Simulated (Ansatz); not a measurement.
CH₈BNSi (SMILES CB(N)[SiH3])

The calculation's input:

```
crystal:
  periodic: [false, false, false]
  atoms:
    - {symbol: C, position_ang: [-1.010091, 1.258062, -0.121206]}
    - {symbol: B, position_ang: [-0.126340, 0.025710, 0.294811]}
    - {symbol: N, position_ang: [-0.182757, -0.475035, 1.592430]}
    - {symbol: Si, position_ang: [1.120763, -0.879623, -1.024431]}
    - {symbol: H, position_ang: [-1.665119, 1.000579, -0.960418]}
    - {symbol: H, position_ang: [-1.637806, 1.643740, 0.688731]}
    - {symbol: H, position_ang: [-0.382670, 2.080781, -0.480726]}
    - {symbol: H, position_ang: [0.359045, -1.259238, 1.913742]}
    - {symbol: H, position_ang: [-0.778558, -0.079883, 2.303970]}
    - {symbol: H, position_ang: [2.136095, 0.071539, -1.564362]}
    - {symbol: H, position_ang: [0.377936, -1.422717, -2.199429]}
    - {symbol: H, position_ang: [1.866601, -2.019115, -0.408911]}
basis:
  gaussian: {orbitals: def2-TZVPP}
hamiltonian: {xc: pbe0, dispersion: d4}
output: {orbitals: {seedname: orbitals}}
```

Run with:

```sh
ansatz run in.yaml --threads 2 --pin off --events-out ev --progress --plain --max-ram 4352MiB
```

Geometry: PBE0-D4/def2-TZVP.

These are results of RKS PBE0-D4/def2-TZVPP (Ansatz 0.2.0), not measurements.

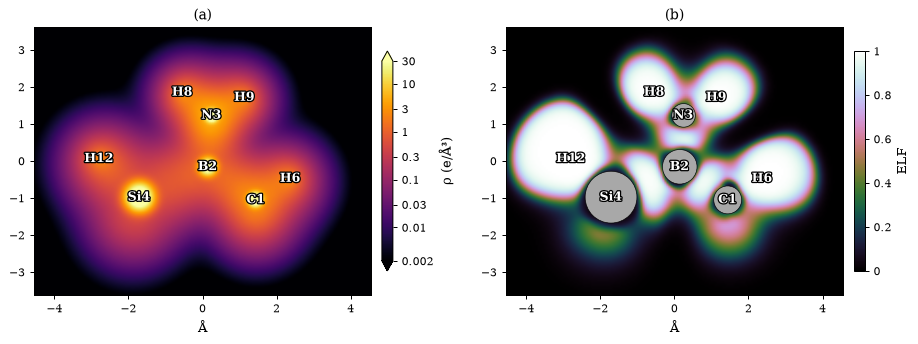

Figure 1. (a) total electron density; (b) electron localisation function on the plane of atoms C1, B2 and N3. Grey discs cover the atomic cores in the ELF map.

> Interpret the plot.

The section cuts through C, B, N, Si and H sites.
B–N (1.39 Å): the density is about 2 e/Å³ at the midpoint; the ELF peaks at about 0.95 between the atoms; a polar covalent bond.
C–B (1.57 Å): ρ at the midpoint is about 1.4 e/Å³; the ELF peaks at about 0.95 between the atoms: a covalent bond.
Si–B (2.03 Å): ρ is about 0.79 e/Å³ halfway; the ELF peaks at about 1 between the atoms; a covalent bond.
N–H (1.01 Å): the density is about 3 e/Å³ at the midpoint; the ELF climbs to about 1 towards the hydrogen, as it does in any bond to H; a covalent bond by its length.
C–H (1.09 Å): the density is about 1.9 e/Å³ at the midpoint; the ELF climbs to about 1 towards the hydrogen (an ordinary covalent bond to hydrogen).

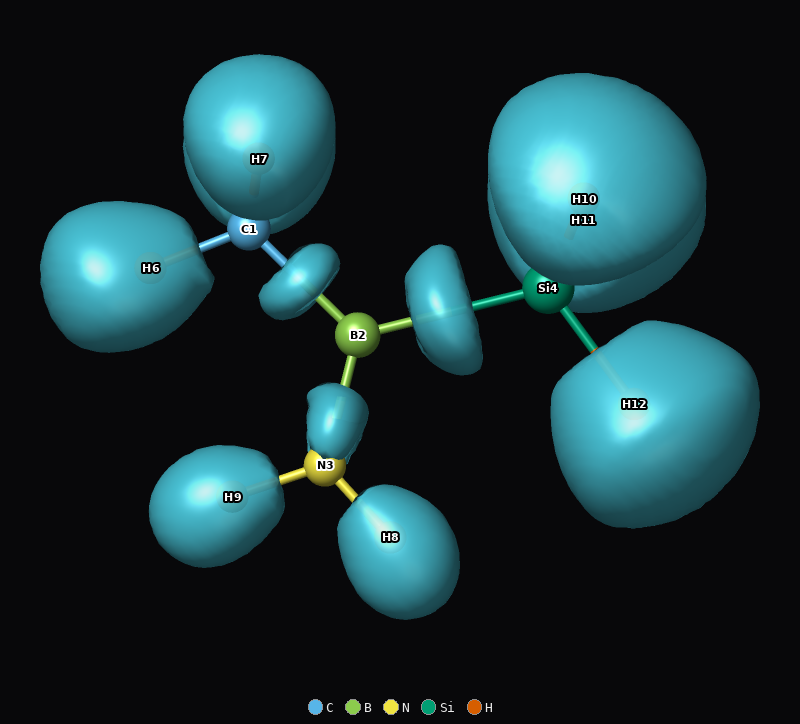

Figure 2. Isosurface of the electron localisation function at 0.85 (cyan), seen at a tilt. Core shells and regions of very low density are left out.

> Identify the bonds, lone pairs and shells in this picture.

The surface consists of one region between bonded B–C atoms (shared pairs), one region between bonded B–N atoms (shared pairs), one region between bonded B–Si atoms (shared pairs) and eight regions around hydrogen nuclei.

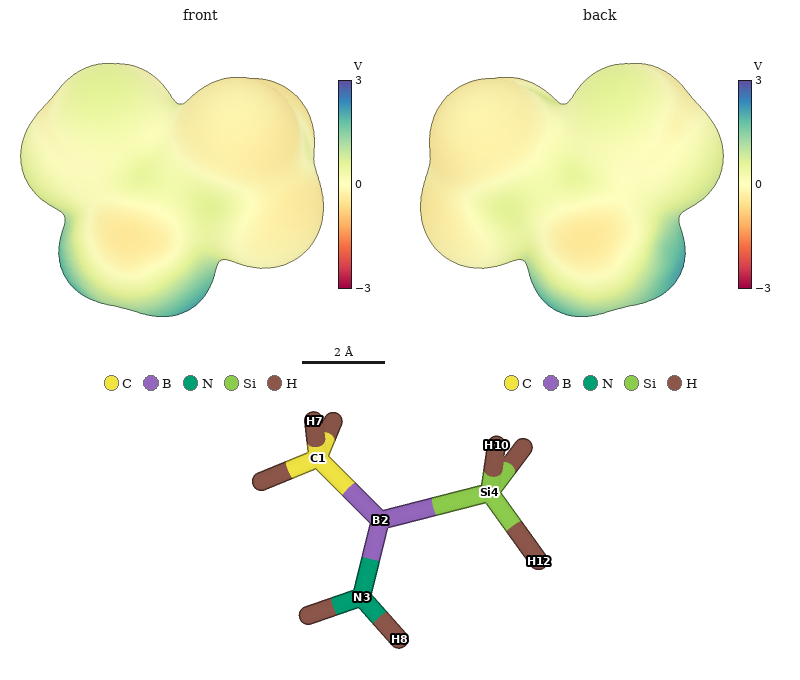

Figure 3. The molecular electrostatic potential painted on the density surface at 0.002 e/bohr³, seen from the front and from behind; the colour scale runs from red (negative) to blue (positive). The bare structure is drawn below in the same view.

> Which sites attract a positive test charge, and which a negative one?

A positive charge is drawn to the negative regions and a negative charge to the positive ones. The most negative region (about −0.4 V) lies over N3 and H10, the most positive (about +2.0 V) over H8 and H9.
